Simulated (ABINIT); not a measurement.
**CsGeCl3 (R3m): Bethe-Salpeter spectra with ABINIT**

Aim: the absorption spectrum of CsGeCl3 (R3m) with electron-hole interaction, and what each part of the kernel does.

Method: LDA and many-body steps on it, plane waves, in ABINIT 10.8.3.

### 1. The structure

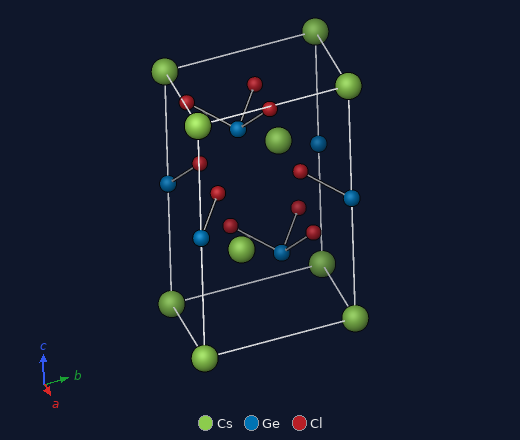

Start, viewed slightly off an axis; caesium green, germanium blue, chlorine red. This picture shows the conventional cell, with its axes. Bonds to atoms that aren't drawn are left out. Some periodic images of atoms are drawn too.

Structure file:

```cif
data_structure
_symmetry_space_group_name_H-M 'R3m:H'
_symmetry_Int_Tables_number 160
_cell_length_a 7.6936
_cell_length_b 7.6936
_cell_length_c 9.5349
_cell_angle_alpha 90.000
_cell_angle_beta 90.000
_cell_angle_gamma 120.000
_cell_volume 488.78
loop_
_atom_site_label
_atom_site_type_symbol
_atom_site_symmetry_multiplicity
_atom_site_Wyckoff_symbol
_atom_site_fract_x
_atom_site_fract_y
_atom_site_fract_z
_atom_site_occupancy
Cs1 Cs 3 a 0.33333 0.66667 0.66507 1
Ge1 Ge 3 a 0.33333 0.66667 0.18220 1
Cl1 Cl 9 b 0.18269 0.36538 0.31402 1
```

The cell and positions are those that the Materials Project relaxed with its own functionals (PBE, PBE+U or r2SCAN), kept fixed. Spin-orbit coupling is left out unless a step names it.

### 2. Empty states on the mesh, 2×2×2 mesh, 188 bands

This step: ABINIT 10.8.3; DFT, LDA, plane waves, norm-conserving pseudopotentials.

The sums over transitions need many empty states on a uniform mesh; this step solves for them.

run.abi reads:

```
acell 3*1.0 Angstrom
rprim 
  3.846816390705 2.220960478697 3.178300533600
  -3.846816390705 2.220960478697 3.178300533600
  -0.000000000000 -4.441920957394 3.178300533600
ntypat 3
znucl 55 32 17
natom 5
typat 1 2 3 3 3
xred 
  0.998403350000 0.998403350000 0.998403350000
  0.515533150000 0.515533150000 0.515533150000
  0.496712670000 0.496712670000 0.948638170000
  0.496712670000 0.948638170000 0.496712670000
  0.948638170000 0.496712670000 0.496712670000
pp_dirpath "pseudos"
pseudos "Cs.upf, Ge.upf, Cl.upf"
ecut 56
ngkpt 2 2 2
nshiftk 1
shiftk 0 0 0
kptopt 1
chksymbreak 0
iscf -2
irdden 1
istwfk *1
nband 188
nbdbuf 16
tolwfr 1e-09
nstep 60
prtvol 0
indata_prefix "in"
outdata_prefix "out"
tmpdata_prefix "tmp"
```

Run with:

```console
> OMP_NUM_THREADS=1 mpirun -n 4 abinit run.abi > log
```

Numbers of over 12 decimals in the logs are rounded to 6 here.

The program printed:

```text
.Version 10.8.3 of ABINIT. v10.8.2 released Aug 2026.

 Symmetries : space group R3 m (#160); Bravais hR (rhombohedral)
[... echo of the input left out ...]
== DATASET  1 ==================================================================
-   mpi_nproc: 4, omp_nthreads: 1 (-1 if OMP is not activated)

--- !DatasetInfo
iteration_state: {dtset: 1, }
dimensions: {natom: 5, nkpt: 4, mband: 188, nsppol: 1, nspinor: 1, nspden: 1, mpw: 22041, }
cutoff_energies: {ecut:  56.0, pawecutdg:  -1.0, }
[...]
1.75201    1.75456    1.75456    1.79945    1.79945    1.80733    1.81387    1.82471
   1.82471    1.83782    1.85296    1.85522    1.85522    1.87147    1.88158    1.88159
   1.90151    1.90169    1.91420    1.92910
 prteigrs : prtvol=0 or 1, do not print more k-points.

== END DATASET(S) ==============================================================
================================================================================

 -outvars: echo values of variables after computation  --------
            nband         188
             nkpt           4
          spgroup         160
 [... the other variables as echoed above ...]

 Calculation completed.
```

It took 2.6 min on 4 MPI ranks of AMD EPYC 9R45, shared host; peak memory 0.76 GiB.

Numbers from this step:

| Quantity | Value |
| --- | --- |
| gap | 1.977 eV |
| k of the valence top | 0.5, 0.5, 0.5 |
| k of the conduction bottom | 0.5, 0.5, 0.5 |
| least direct gap | 1.977 eV |
| k points computed | 4 |
| lowest point of the top converged band, above the valence top | 46.91 eV |

On this mesh the gap is 1.977 eV.

The density comes from a self-consistent run that is not shown.

### 3. Screening, 2×2×2 mesh, 172 bands, screening to 119.7 eV

The RPA dielectric matrix is built and inverted for each q.

This step: RPA screening on LDA, plane waves, norm-conserving pseudopotentials.

Edit run.abi of step 2 so:

```diff
@@ -23,10 +23,11 @@
 chksymbreak 0
-iscf -2
-irdden 1
 istwfk *1
-nband 188
-nbdbuf 16
-tolwfr 1e-09
-nstep 60
-prtvol 0
+occopt 1
+irdwfk 1
+optdriver 3
+nband 172
+ecuteps 4.4
+inclvkb 2
+awtr 1
+symchi 1
 indata_prefix "in"
```

The program printed:

```text
.Version 10.8.3 of ABINIT. v10.8.2 released Aug 2026.

 Symmetries : space group R3 m (#160); Bravais hR (rhombohedral)
[... echo of the input left out ...]
== DATASET  1 ==================================================================
-   mpi_nproc: 4, omp_nthreads: 1 (-1 if OMP is not activated)

--- !DatasetInfo
iteration_state: {dtset: 1, }
dimensions: {natom: 5, nkpt: 4, mband: 172, nsppol: 1, nspinor: 1, nspden: 1, mpw: 22041, }
cutoff_energies: {ecut:  56.0, pawecutdg:  -1.0, }
[...]
--------------------------------------------------------------------------------
[... chi0 elements left out ...]
 For q-point:  0.000010 0.000020 0.000030
  dielectric constant =   5.9646
  dielectric constant without local fields =   7.2307

  Average fulfillment of the sum rule on Im[epsilon] for q-point    1 :     51.20  [%]
[... wings left out ...]
  q-point number  2        q = ( 0.500000, 0.000000, 0.000000) [r.l.u.]
--------------------------------------------------------------------------------
[... chi0 elements left out ...]
  Average fulfillment of the sum rule on Im[epsilon] for q-point    2 :     55.26  [%]

 [... 2 further q-points ...]
```

Elapsed: 54 s, on 4 MPI ranks; peak memory 2.9 GiB; 3.6 min of CPU time.

This step gave:

```yaml
eps_infinity_with_local_fields_on_this_mesh_along_the_program_s_q_direction: 5.965
the_same_without_local_fields: 7.231
plasma_frequency: 20.98 eV
plane_waves_in_the_screening_matrix: 467
```

Local fields lower ε∞ by 18 %. On a Γ-centred mesh this coarse the value itself is usually too large, while a short band sum pulls it down.

### 4. Self-energy, 2×2×2 mesh, 172 bands, screening to 119.7 eV

The self-energy is evaluated for the states that the input lists, and the levels follow from it, in one-shot runs by the linearised quasiparticle equation.

This step: G0W0 on LDA, plane waves, norm-conserving pseudopotentials.

Edit run.abi of step 3 so:

```diff
@@ -26,8 +26,17 @@
 irdwfk 1
-optdriver 3
+optdriver 4
 nband 172
+gwcalctyp 0
+ecutsigx 56
+symsigma 1
+nkptgw 2
+kptgw 
+  0.5000000000 0.5000000000 0.5000000000
+  0.0000000000 0.0000000000 0.0000000000
+bdgw 
+  25 28
+  24 29
 ecuteps 4.4
-inclvkb 2
-awtr 1
-symchi 1
+irdscr 1
+ppmodel 1
 indata_prefix "in"
```

The program printed:

```text
.Version 10.8.3 of ABINIT. v10.8.2 released Aug 2026.

 Symmetries : space group R3 m (#160); Bravais hR (rhombohedral)
[... echo of the input left out ...]
== DATASET  1 ==================================================================
-   mpi_nproc: 4, omp_nthreads: 1 (-1 if OMP is not activated)

--- !DatasetInfo
iteration_state: {dtset: 1, }
dimensions: {natom: 5, nkpt: 4, mband: 172, nsppol: 1, nspinor: 1, nspden: 1, mpw: 22041, }
cutoff_energies: {ecut:  56.0, pawecutdg:  -1.0, }
[...]
Band     E0 <VxcDFT>   SigX SigC(E0)      Z dSigC/dE  Sig(E)    E-E0       E
[...]
28   6.059  -7.267  -2.987  -3.207   0.841  -0.189  -6.365   0.902   6.961
       29   6.059  -7.267  -2.987  -3.207   0.841  -0.189  -6.365   0.902   6.961

== END DATASET(S) ==============================================================
================================================================================

 -outvars: echo values of variables after computation  --------
           etotal      0.0000000000E+00
            nband         172
             nkpt           4
          spgroup         160
 [... the other variables as echoed above ...]

 Calculation completed.
```

Elapsed: 16 s, on 4 MPI ranks; peak memory 2 GiB; 64 s of CPU time.

Numbers from this step:

| Item | Value |
| --- | --- |
| G0W0 gap on the points computed | 3.618 eV |
| starting gap on the mesh | 1.977 eV |
| k of the valence top | 0.5, 0.5, 0.5 |
| k of the conduction bottom | 0.5, 0.5, 0.5 |
| least direct G0W0 gap on the computed points | 3.618 eV |

The gap on the mesh goes from 1.98 eV to 3.62 eV, a correction of +1.64 eV.

The gap opens by 1.641 eV; the next steps shift the empty bands rigidly by 1.641 eV.

### 5. Excitons

Light makes an electron and a hole together. The Bethe-Salpeter equation adds their screened attraction and their exchange, in a window of bands around the gap.

This step: Bethe-Salpeter equation on LDA with a scissors shift, plane waves, norm-conserving pseudopotentials.

Edit run.abi of step 4 so:

```diff
@@ -26,17 +26,17 @@
 irdwfk 1
-optdriver 4
-nband 172
-gwcalctyp 0
-ecutsigx 56
-symsigma 1
-nkptgw 2
-kptgw 
-  0.5000000000 0.5000000000 0.5000000000
-  0.0000000000 0.0000000000 0.0000000000
-bdgw 
-  25 28
-  24 29
-ecuteps 4.4
+optdriver 99
+bs_calctype 1
+mbpt_sciss 1.641 eV
+bs_loband 18
+nband 36
+bs_exchange_term 1
+bs_coulomb_term 11
+bs_coupling 0
+bs_algorithm 1
+bs_freq_mesh 0 10 0.1 eV
+zcut 0.15 eV
+ecuteps 4
+ecutwfn 28
+inclvkb 2
 irdscr 1
-ppmodel 1
 indata_prefix "in"
```

The program printed:

```text
.Version 10.8.3 of ABINIT. v10.8.2 released Aug 2026.

 Symmetries : space group R3 m (#160); Bravais hR (rhombohedral)
[... echo of the input left out ...]
== DATASET  1 ==================================================================
-   mpi_nproc: 4, omp_nthreads: 1 (-1 if OMP is not activated)

--- !DatasetInfo
iteration_state: {dtset: 1, }
dimensions: {natom: 5, nkpt: 4, mband: 36, nsppol: 1, nspinor: 1, nspden: 1, mpw: 7815, }
cutoff_energies: {ecut:  28.0, pawecutdg:  -1.0, }
electrons: {nelect:   5.20000000E+01, charge:   0.00000000E+00, occopt:   1.00000000E+00, tsmear:   1.00000000E-02, }

 Exciton: Calculation of dielectric properties by solving the Bethe-Salpeter equation
 in frequency domain and reciprocal space on a transitions basis set.
 Based on a program developed by L. Reining, V. Olevano, F. Sottile,
 S. Albrecht, and G. Onida. Incorporated in ABINIT by M. Giantomassi.

.Using double precision arithmetic ; gwpc =  8

[... cell and pseudopotentials left out ...]
--------------------------------------------------------------------------------

 ==== K-mesh for the wavefunctions ====
 Number of points in the irreducible wedge :     4
[... list of points left out ...]
 Together with  6 symmetry operations and time-reversal symmetry
 yields     8 points in the full Brillouin Zone.

 ==== Q-mesh for the screening function ====
 Number of points in the irreducible wedge :     4
[... list of points left out ...]
 Together with  6 symmetry operations and time-reversal symmetry
 yields     8 points in the full Brillouin Zone.

 vcoul_init : cutoff-mode = AUXILIARY_FUNCTION
 q-points for optical limit:   1
     1)      0.000010    0.000020    0.000030
 setmesh: FFT mesh size selected  =    36x   36x   36
          total number of points  =        46656

 ==== Fundamental parameters for the solution of the Bethe-Salpeter equation: ====
 Algorithm: Direct diagonalization.
 Dimension of the v, W matrices,  npweps  = 437
 Cutoff for the wavefunctions,    npwwfn  = 7815
 Number of k-points in the IBZ,   nkibz   = 4
 Highest empty band included,     nband   = 36
 === Spin UP ===
 Number of resonant transitions          720
 Lowest occupied state                   18
 Highest occupied state                  26
 Lowest unoccupied state                 27
 Highest unoccupied state                36
 Minimum frequency [eV]           Emin    =   0.00
 Maximum frequency [eV]           Emax    =  10.00
 Frequency step [eV]              dE      =   0.10
 Lorentzian broadening [eV]       eta     =   0.15
 RPA L0 with KS energies and KS wavefunctions
 Scissors operator energy [eV] =          1.64
 Local fields effects (v term) included
 Excitonic effects (W term) included
 Full W_GG' included
 W is read from an external SCR file
 Resonant-only calculation (Hermitian case)

 Calculating epsilon_Macro(q-->0,w), along the following directions:
 q = (  1.642612  0.000000  0.000000) [r.l.u.]
 q = (  0.000000  1.642612  0.000000) [r.l.u.]
 q = (  0.000000  0.000000  1.642612) [r.l.u.]
 q = (  1.156966 -1.156966  0.000000) [r.l.u.]
 q = (  0.667974  0.667974 -1.335949) [r.l.u.]
 q = (  0.955903  0.955903  0.955903) [r.l.u.]
 Number of electrons calculated from density =   51.8723; Expected =   52.0000
 average of density, n =  0.047179
 r_s =    1.7168
 omega_plasma =   20.9523 [eV]

. Writing resonant excitonic Hamiltonian on file out_BSR; file size=   0.00 [Gb].
 Direct diagonalization of the resonant excitonic Hamiltonian, Matrix size= 720
. Using LAPACK sequential version.
 Excitonic eigenvalues in eV up to n=   32
   2.94733   2.96230   2.96275   4.07111   4.13659   4.13705   4.27204   4.27266
   4.33090   4.95231   4.98223   4.98500   5.03705   5.04039   5.04928   5.13986
   5.14586   5.15150   5.43876   5.44972   5.45077   5.70215   5.72537   5.72820
   5.77189   5.77345   5.79497   5.96232   5.96434   5.98313   5.99087   6.01592

 First excitonic eigenvalue=    2.95 [eV]
 Last  excitonic eigenvalue=   14.22 [eV]

 GW  direct gap       3.62  0.00 [eV]
 EXC direct gap       2.95  0.00 [eV]
 EXC binding energy   0.67  0.00 [eV]

 Excitonic eigenvalues up to the GW energy gap [eV]
  1 (  2.95  0.00)
  2 (  2.96  0.00)
  3 (  2.96  0.00)

 Macroscopic dielectric function:
 omega [eV] <KS_RPA_nlf>  <GW_RPA_nlf>  <BSE>
   0.0000   6.5052   0.0000   4.6709   0.0000   5.6435   0.0000
   0.1000   6.5121   0.0211   4.6724   0.0046   5.6469   0.0103
   0.2000   6.5330   0.0427   4.6770   0.0092   5.6571   0.0208
   0.3000   6.5683   0.0654   4.6846   0.0139   5.6743   0.0314
   0.4000   6.6189   0.0898   4.6954   0.0187   5.6987   0.0425
   0.5000   6.6860   0.1165   4.7094   0.0236   5.7306   0.0541
   0.6000   6.7715   0.1466   4.7267   0.0286   5.7703   0.0663
   0.7000   6.8778   0.1813   4.7474   0.0339   5.8184   0.0795
   0.8000   7.0082   0.2223   4.7717   0.0395   5.8754   0.0937
   0.9000   7.1672   0.2721   4.7998   0.0453   5.9422   0.1093

 Writing KS-RPA macroscopic dielectric function without local fields to file: out_RPA_NLF_MDF
 Writing GW-RPA macroscopic dielectric function without local fields to file: out_GW_NLF_MDF
 Writing EXC Macroscopic dielectric function to file: out_EXC_MDF

== END DATASET(S) ==============================================================
================================================================================

 -outvars: echo values of variables after computation  --------
           etotal      0.0000000000E+00
            nband          36
             nkpt           4
          spgroup         160
 [... the other variables as echoed above ...]

 Calculation completed.
```

Run time: 28 s. Hardware: 4 MPI ranks; peak memory 0.8 GiB.

Numbers from this step:

```
direct gap of the transition levels                            : 3.618 eV
transitions in the window                                      : 720
first strong exciton (over a fiftieth of the strongest listed) : 2.947 eV
lowest state                                                   : 2.947 eV
binding of the lowest state below the direct gap               : 0.6707 eV
Coulomb term of one mesh cell                                  : 0.6277 eV
```

The binding is 1.1 times the screened Coulomb term of one mesh cell (0.63 eV), so it is not shown settled.

The lowest state lies at 2.947 eV, 0.671 eV under the direct gap.

Lines within 3 meV are set at the lowest of them, and the highest group, which the list may cut short, is left out; lines within 3 meV are set at the lowest of them, and the highest group, which the list may cut short, is left out. Exciton lines, with heights relative to the strongest:

```
position (eV)  lines merged  oscillator strength, relative
        2.947             1                             51
        2.962             2                            100
        4.071             1                             22
        4.137             2                             55
        4.272             2                            2.5
        4.331             1                            0.0
        4.952             1                            0.0
        4.982             2                            1.8
        5.037             1                            5.5
        5.040             1                            5.2
```

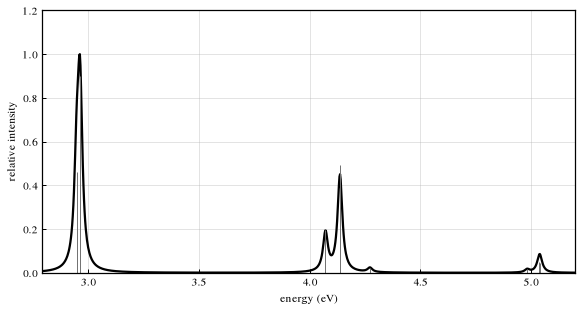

The exciton spectrum, broadened with Lorentzians of width 0.026 eV; bars mark the lines.

The ε₂ has structure finer than the step of the table below, so its rows give means over 0.5 eV, whole bins alone (the curve runs from 0 to 10 eV). Peaks (eV: height): BSE 3.00: 21.0, 4.10: 11.5, 5.40: 5.33; no electron-hole interaction 3.60: 12.6, 4.80: 14.9, 6.00: 8.43, 7.20: 6.49, 9.30: 3.43; Kohn-Sham, no shift 2.00: 12.8, 3.20: 14.1, 4.40: 8.65, 5.60: 6.38, 7.60: 3.55.

Mean over the three Cartesian directions of q; broadening 0.15 eV; transition window only. Limits: finite bands, cutoff and mesh; no spin-orbit coupling; coarse k mesh; exciton not shown settled in the k mesh. The ε₂ by photon energy; means over each step:

```
photon energy (eV)     BSE  no electron-hole interaction  Kohn-Sham, no shift
               0.5  0.0549                        0.0238                0.121
               1.0   0.129                        0.0520                0.358
               1.5   0.266                        0.0921                 1.62
               2.0   0.641                         0.161                 7.96
               2.5    3.13                         0.320                 2.33
               3.0    13.7                         0.976                 8.59
               3.5    2.89                          7.20                 4.44
               4.0    7.02                          3.33                 2.90
               4.5    3.10                          5.61                 5.62
               5.0    2.84                          7.55                 2.45
               5.5    3.92                          2.16                 5.32
               6.0    3.03                          6.04                 4.22
               6.5    4.03                          2.42                 1.75
               7.0    2.30                          4.74                 1.62
               7.5    1.53                          4.83                 2.73
               8.0    2.10                          2.25                 3.07
               8.5    2.70                          1.56                 3.16
               9.0    2.20                          2.32                 2.27
               9.5    2.40                          3.09                 1.51
```

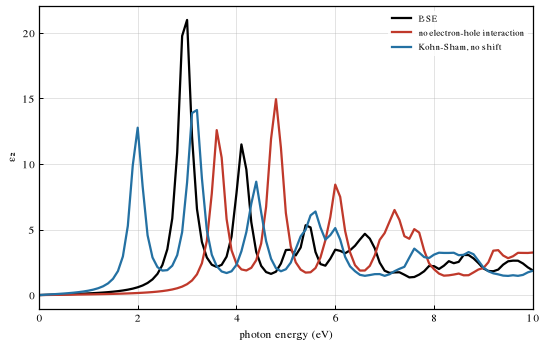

ε₂, plotted against photon energy.

[end of part 1 of 3]

[Paths, hosts, dates, memory and timing lines, banners, echoed tables and standing remarks are left out of the program output.]

[Logs are printed without paths, hosts, clocks, repeated set-up lines and the standing remarks that a program may print on its own settings, such as how far it seeks lower states.]

[Runs of the session that timed out or met a known fault of the program may be left out.]

[Hosts, paths, dates, database ids (printed as entryN), source tags and the programs' standing remarks are cut or masked in the printed files.]

[G0W0 gaps are taken among the corrected bands and points alone; a level outside them can change the order at an edge.]

[Where Ansatz stands beside ABINIT at settings called matched, ABINIT's density can come from a denser mesh and the files from another edition; pairs whose starting gaps differed by over 0.03 eV were left out, so agreement reads better than it is.]
